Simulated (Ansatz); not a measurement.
**ClH4NSi: density, localisation and related maps**

The calculation's input:

```
crystal:
  periodic: [false, false, false]
  atoms:
    - { symbol: Si, position_ang: [0.0, 0.0, 0.0] }
    - { symbol: Cl, position_ang: [0.0, 0.0, 2.13] }
    - { symbol: H, position_ang: [1.3768, 0.0, -0.4862] }
    - { symbol: "N", position_ang: [-0.8572, 1.4851, -0.6061] }
    - { symbol: H, position_ang: [-1.8773, 1.43, -0.8888] }
    - { symbol: H, position_ang: [-0.3367, 2.4058, -0.6766] }
    - { symbol: H, position_ang: [-0.6877, -1.1914, -0.4862] }
basis:
  gaussian: { orbitals: "6-31G*" }
hamiltonian:
  xc: hf
relax:
  f_tol: 0.02
  max_steps: 40
output:
  orbitals: {}
```

Command:

```sh
ansatz run input.yaml --threads 1 --pin off --max-ram 2048MiB --backend cpu --events-out ev --progress --plain --runs-dir out
```

The fields are those of the run's last geometry, not of the input's.

Theory: RHF/6-31G* in Ansatz.

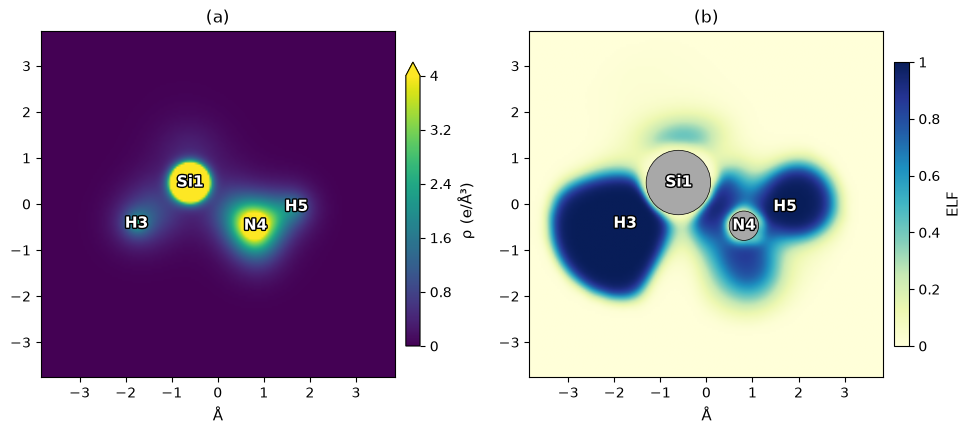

Figure 1. (a) electron density; (b) ELF on the plane of atoms H3, Si1 and N4. Grey discs cover the atomic cores in the ELF map.

### What does the map show?

The section cuts through Si, H and N sites.
Si–N (1.70 Å): the density is about 1.2 e/Å³ at the midpoint; the ELF peaks at about 0.95 between the atoms: a polar covalent bond.
N–H (1.00 Å): the density is about 2.9 e/Å³ at the midpoint; the ELF climbs to about 1 towards the hydrogen, as it does in any bond to H (an ordinary covalent bond to hydrogen).
Si–H (1.46 Å): the density is about 0.82 e/Å³ at the midpoint; the ELF climbs to about 1 towards the hydrogen.

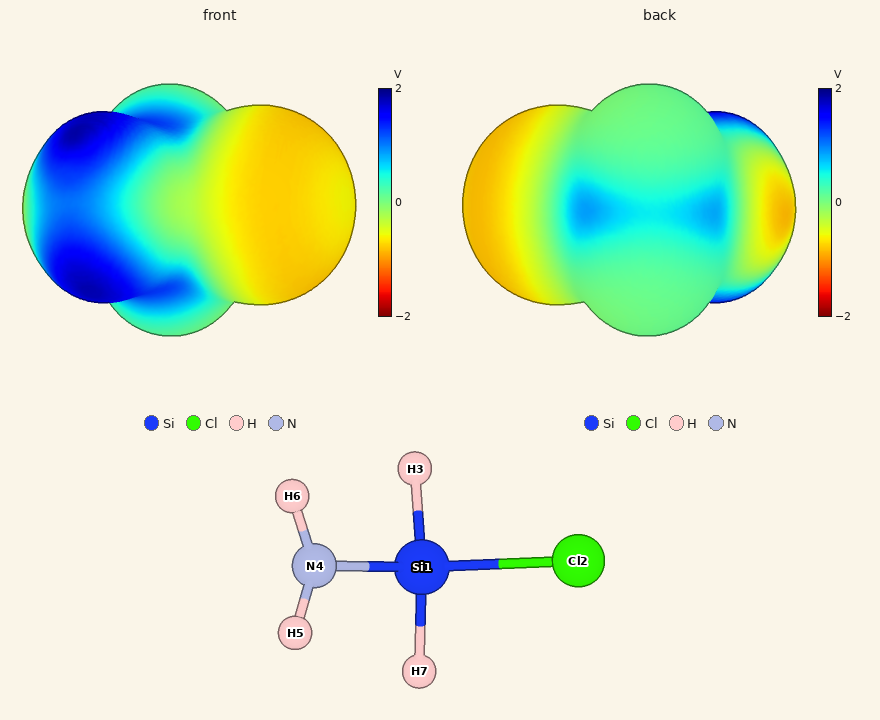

Figure 2. The electrostatic potential painted on the density surface at 0.001 e/bohr³, seen from the front and from behind; red is negative and blue positive. The bare structure is drawn below in the same view.

### Describe the electrostatic potential map.

The most negative region (about −0.8 V, or −18 kcal/mol for a unit charge) lies over Cl2 and N4, the most positive (about +1.8 V, or +42 kcal/mol for a unit charge) over H5 and H6.

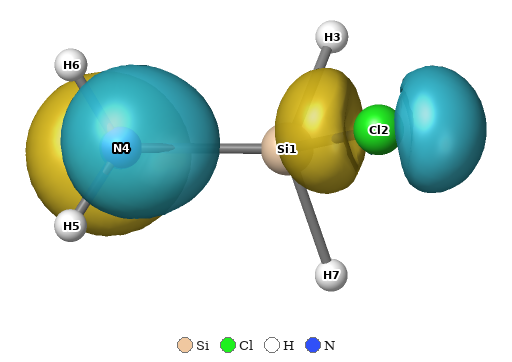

Figure 3. The HOMO at ±0.2 Å⁻³ᐟ² (yellow and cyan are the two phases), seen across its widest extent.

### Describe this orbital and give its energy.

Its weight (Hirshfeld) is mainly on N4 (about 60 %) and Cl2 (about 25 %). Its energy is −11.45 eV.
